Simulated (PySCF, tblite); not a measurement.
# Mg9O9: electronic excitations

Wanted: electronic excitations for Mg9O9.

Computed with tblite 0.8.0 and PySCF 2.14.0 and routines of our own; the level stands in each step. Atoms count from 0.

## Step 1: The system as given

18 atoms, charge 0, multiplicity 1; geometry from: force field, distance geometry or constructed start.

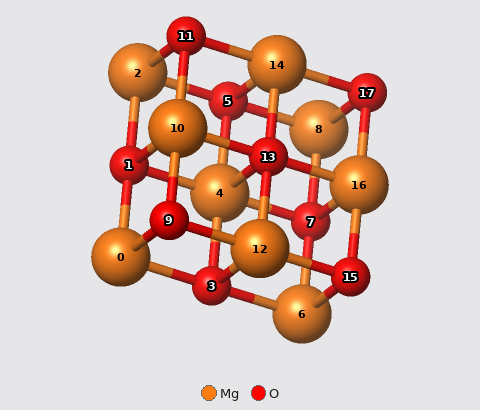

The starting geometry (magnesium orange, oxygen red); sticks join atoms by distance alone.

## Step 2: Geometry optimisation with GFN1-xTB

What the job is given:

```
{"job": {"kind": "relax", "xc": "GFN1-xTB", "basis": "xTB"}, "charge": 0, "multiplicity": 1}
Mg    -1.016500    -2.044600    -2.044400
O     -1.024600    -2.040200    -0.006900
Mg    -1.016200    -2.045100     2.043800
O     -1.022100     0.004400    -2.049000
Mg    -1.022400    -0.001200     0.003400
O     -1.024700    -0.000500     2.040200
Mg    -1.021300     2.044500    -2.046100
O     -1.018000     2.045500     0.001500
Mg    -1.018700     2.040700     2.042400
O      1.018600    -2.043600    -2.041200
Mg     1.019300    -2.044000    -0.002100
O      1.018900    -2.044800     2.042800
Mg     1.018000     0.000700    -2.037800
O      1.023600    -0.000600    -0.002700
Mg     1.019200     0.005100     2.043000
O      1.019500     2.043400    -2.036500
Mg     1.021800     2.044700     0.000900
O      1.020300     2.039400     2.041800
```

The run is started by

```bash
$ OMP_NUM_THREADS=1 python large_run.py task.json out
```

The driver reads the jobs from task.json and runs them one after another.

Log:

```text
step      E/eV     max force
  0   -1328.26707    1.500
  1   -1328.44578    1.352
  2   -1328.98033    0.603
  3   -1329.03336    0.345
  4   -1329.04609    0.329
  5   -1329.11052    0.177
  6   -1329.11989    0.180
  7   -1329.12603    0.169
  8   -1329.13088    0.140
  9   -1329.13693    0.083
 10   -1329.13951    0.059
 11   -1329.14014    0.060
 12   -1329.14035    0.066
 13   -1329.14065    0.067
 14   -1329.14108    0.059
 15   -1329.14149    0.041
 16   -1329.14169    0.024
 17   -1329.14177    0.016
```

It took 0.25 s on 1 thread of Intel Xeon 6975P-C, shared host.

Step by step:

```tsv
step	energy from step 0 (eV)	largest force (eV/Å)
0	0.0000	1.4991
1	-0.1787	1.3525
2	-0.7133	0.6032
3	-0.7663	0.3450
4	-0.7790	0.3290
5	-0.8434	0.1774
6	-0.8528	0.1807
7	-0.8590	0.1689
8	-0.8638	0.1400
9	-0.8699	0.0825
10	-0.8724	0.0585
11	-0.8731	0.0601
12	-0.8733	0.0661
13	-0.8736	0.0670
14	-0.8740	0.0590
15	-0.8744	0.0412
16	-0.8746	0.0245
17	-0.8747	0.0167
```

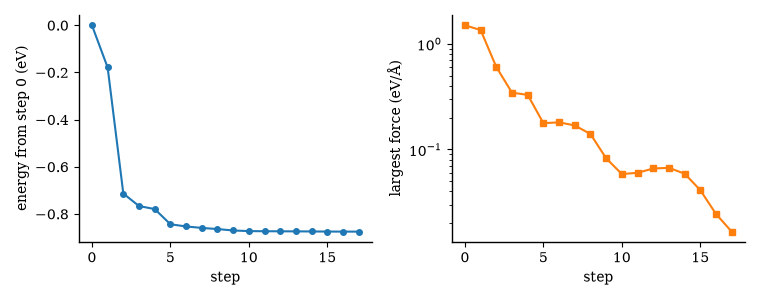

Energy and force, step by step.

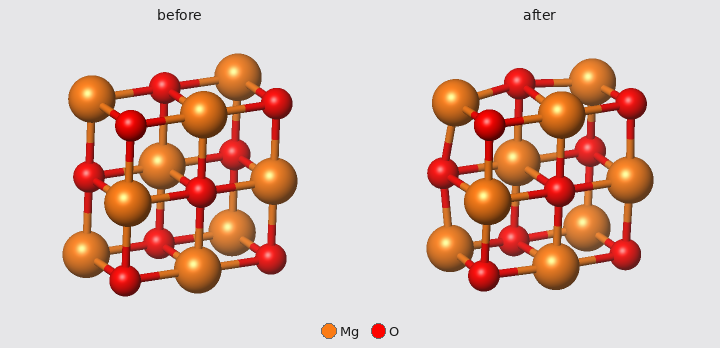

The geometry before (left) and after (right).

Distances of close pairs at the start and the end, largest changes first:

```tsv
bond	before (Å)	after (Å)	change (Å)
Mg4–O13	2.046	2.226	+0.180
Mg4–Mg6	2.896	2.721	-0.174
Mg0–Mg4	2.893	2.721	-0.172
O7–Mg16	2.040	2.210	+0.170
O3–Mg12	2.040	2.209	+0.169
Mg2–Mg4	2.888	2.721	-0.167
O1–Mg10	2.044	2.209	+0.165
O5–Mg14	2.044	2.209	+0.165
```

The next job starts from the end point, and lists it.

## Step 3: Electronic excitations: TDDFT wB97X-D/6-31G*

What the job is given:

```
{"job": {"kind": "uv", "basis": "6-31G*", "grid": 1, "kgrid": 0, "vcut": 1.5, "nstates": 6, "ntriplets": 2, "tda": false, "delta": [], "pop": true, "xc": "wB97X-D"}, "charge": 0, "multiplicity": 1}
Mg    -0.904084    -1.916153    -1.918689
O     -1.146152    -2.062725    -0.001809
Mg    -0.905455    -1.917869     1.915756
O     -1.144550     0.001637    -2.064456
Mg    -1.130042     0.000297    -0.000409
O     -1.145863    -0.000488     2.063006
Mg    -0.902974     1.918690    -1.917091
O     -1.145138     2.063769    -0.000006
Mg    -0.904201     1.916642     1.917765
O      0.994559    -1.981611    -1.983376
Mg     1.062055    -1.992322    -0.001102
O      0.993421    -1.983538     1.981250
Mg     1.063076     0.001096    -1.992396
O      1.095872    -0.000283    -0.000048
Mg     1.062020    -0.000115     1.992202
O      0.994898     1.983201    -1.981070
Mg     1.063380     1.992367     0.000630
O      0.993921     1.981196     1.982850
```

With the program's defaults for keys left out, this is: TDDFT wB97X-D/6-31G*, vertical, gas phase, core orbitals frozen in the response, virtual orbitals cut by energy.

Log:

```text
start: PBE on a coarse grid of 22929 points
cycle   1  E = -2475.3927152219  dE =  3.859e+00  |g| = 2.877e+00  |ddm| = 5.734e+00
cycle   2  E = -2440.4698649847  dE =  3.492e+01  |g| = 1.035e+01  |ddm| = 1.952e+02
cycle   3  E = -2476.7161050434  dE = -3.625e+01  |g| = 1.329e+00  |ddm| = 1.949e+02
cycle   4  E = -2476.6009100063  dE =  1.152e-01  |g| = 1.523e+00  |ddm| = 3.539e+00
cycle   5  E = -2477.0968282456  dE = -4.959e-01  |g| = 5.448e-01  |ddm| = 1.749e+00
cycle   6  E = -2477.1600395309  dE = -6.321e-02  |g| = 9.075e-02  |ddm| = 8.828e-01
cycle   7  E = -2477.1611352496  dE = -1.096e-03  |g| = 5.228e-02  |ddm| = 1.353e-01
cycle   8  E = -2477.1616376769  dE = -5.024e-04  |g| = 1.973e-02  |ddm| = 6.210e-02
cycle   9  E = -2477.1617196860  dE = -8.201e-05  |g| = 3.695e-03  |ddm| = 2.244e-02
final grid: 93854 points
cycle  10  E = -2478.3846557006  dE = -2.129e-02  |g| = 1.991e-01  |ddm| = 7.815e-01
cycle  11  E = -2478.3815347060  dE =  3.121e-03  |g| = 2.380e-01  |ddm| = 5.188e-01
cycle  12  E = -2478.3922075635  dE = -1.067e-02  |g| = 2.317e-02  |ddm| = 2.505e-01
cycle  13  E = -2478.3923398896  dE = -1.323e-04  |g| = 1.407e-02  |ddm| = 5.413e-02
cycle  14  E = -2478.3923833369  dE = -4.345e-05  |g| = 1.406e-03  |ddm| = 2.493e-02
cycle  15  E = -2478.3923892214  dE = -5.885e-06  |g| = 8.445e-04  |ddm| = 5.992e-03
cycle  16  E = -2478.3923846311  dE =  4.590e-06  |g| = 3.123e-04  |ddm| = 1.784e-03
cycle  17  E = -2478.3923857318  dE = -1.101e-06  |g| = 7.222e-05  |ddm| = 1.076e-03
converged SCF energy = -2478.3923857318

Static polarisability (au): isotropic 159.132, principal 148.829 164.282 164.286

Singlet excitations
state   eV       nm        f      main configurations
  1   4.2110    294.4   0.04174   H->L 0.59, H-2->L+2 0.15, H-6->L+2 0.09
  2   4.2123    294.3   0.04164   H-1->L 0.59, H-2->L+1 0.14, H-6->L+1 0.09
  3   4.2755    290.0   0.05532   H-2->L 0.50, H->L+2 0.18, H-1->L+1 0.17
  4   4.3799    283.1   0.00001   H-6->L 0.35, H-1->L+1 0.22, H->L+2 0.21
  5   4.5350    273.4   0.00000   H-3->L 0.68
  6   4.7028    263.6   0.05716   H-5->L 0.30, H-4->L 0.25, H-3->L+2 0.10

Triplet excitations (Tamm-Dancoff, eV): 4.1237 4.1251
```

It took 1.7 min on 1 thread of Intel Xeon 6975P-C, shared host; peak memory 0.74 GiB.

The orbitals next to the gap, with their largest atomic shares:

```tsv
orbital	eV	atoms
HOMO−4	-8.35	O11 20 %, O15 20 %, O13 9 %
HOMO−3	-8.29	O3 14 %, O1 14 %, O7 14 %
HOMO−2	-8.10	O15 17 %, O17 17 %, O11 17 %
HOMO−1	-7.84	O9 35 %, O17 34 %, O13 12 %
HOMO	-7.83	O11 35 %, O15 34 %, O13 12 %
LUMO	0.02	Mg2 15 %, Mg8 15 %, Mg0 15 %
LUMO+1	0.59	Mg8 37 %, Mg0 36 %, Mg4 4 %
LUMO+2	0.59	Mg2 37 %, Mg6 36 %, Mg4 4 %
LUMO+3	0.83	Mg6 23 %, Mg0 23 %, Mg8 22 %
```

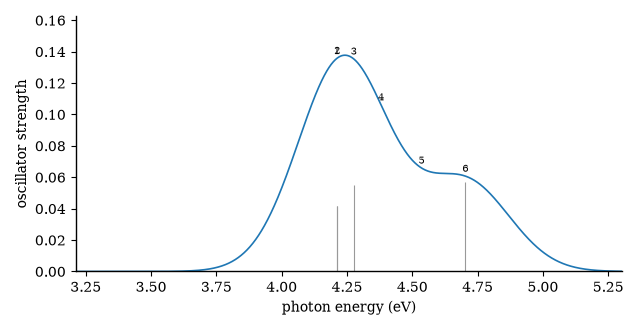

Absorption spectrum from the 6 singlet states computed; above the last one it falls off for lack of states. Lines are broadened to a width of 0.40 eV (Gaussian).

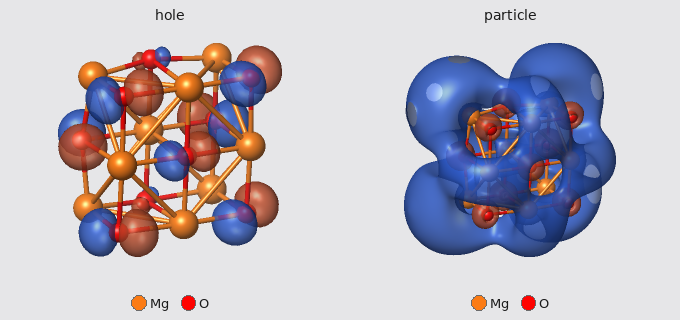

Leading natural transition orbitals of singlet state 6: the electron leaves the hole (left) for the particle orbital (right).

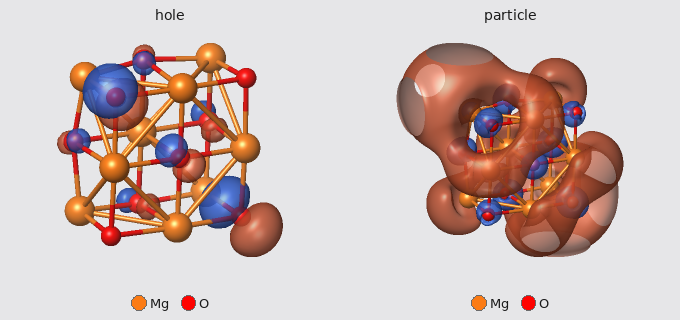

Leading natural transition orbitals of singlet state 1: the electron leaves the hole (left) for the particle orbital (right).

Further results of this job:

```tsv
property	computed
dipole moment (D)	6.39
polarisability (Å³)	23.58
HOMO–LUMO gap (eV)	7.86
−ε(HOMO) (eV)	7.83
```

The fields below are evaluated on a grid from the run's orbitals.

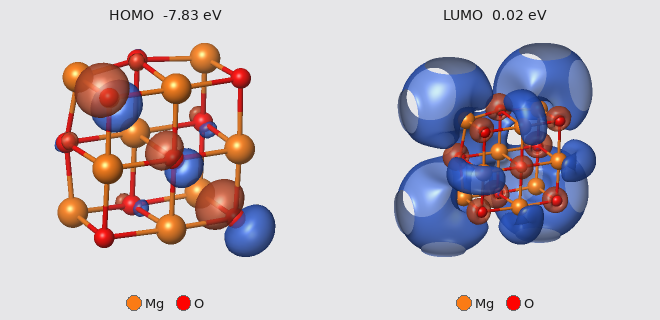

Frontier orbitals at wB97X-D/6-31G*; each surface holds 70 % of the orbital's density, blue and red mark the sign. The LUMO is diffuse and is cut off by the edge of the grid.

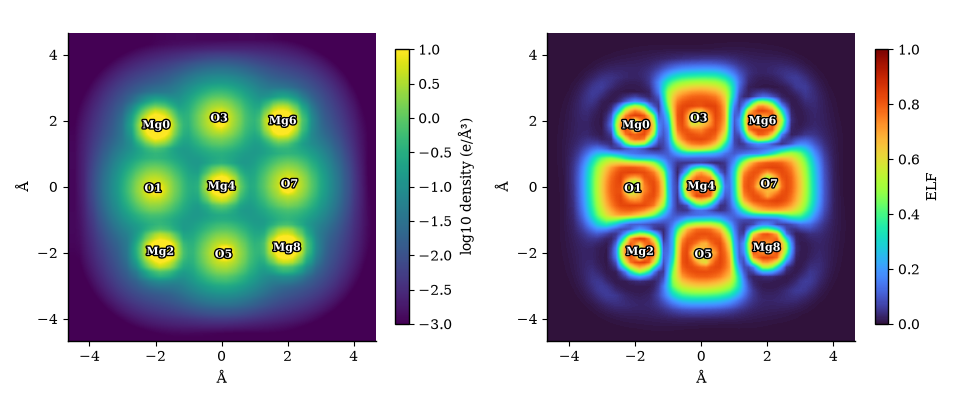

Density (left) and ELF (right) in a plane through or near 9 of the atoms.

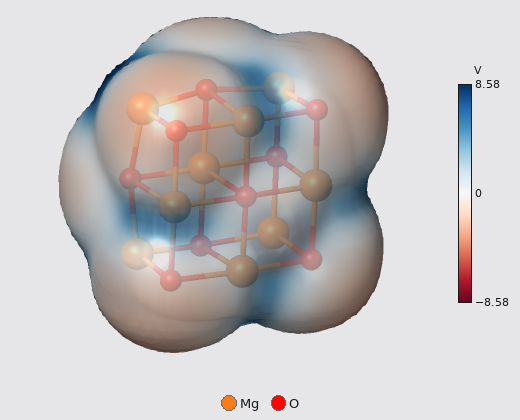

Electrostatic potential on the surface of density 0.002 e/bohr³; red is low, blue high. It runs, from the 1st to the 99th percentile, from -2.69 V near O9 to 8.58 V near Mg8.

## Step 4: Results

| quantity | value |
| --- | --- |
| lowest singlet (wB97X-D/6-31G*) | 4.21 eV (294 nm), f = 0.042 |
| brightest single state of those computed | state 6, 4.70 eV, f = 0.057 |
| lowest triplet | 4.12 eV |
| surface potential, 1st and 99th percentile | -2.69 V and 8.58 V |

**Reading.** The first singlet state (HOMO→LUMO 0.59, HOMO−2→LUMO+2 0.15) lies at 4.21 eV and is weak; of the 6 states computed, the strongest absorption comes from states 1 to 2 together at 4.21 eV (the last state computed is bright too, and its partners may lie past the list). The lowest triplet lies 0.09 eV below the lowest singlet (triplets in Tamm-Dancoff, singlets in full TDDFT).
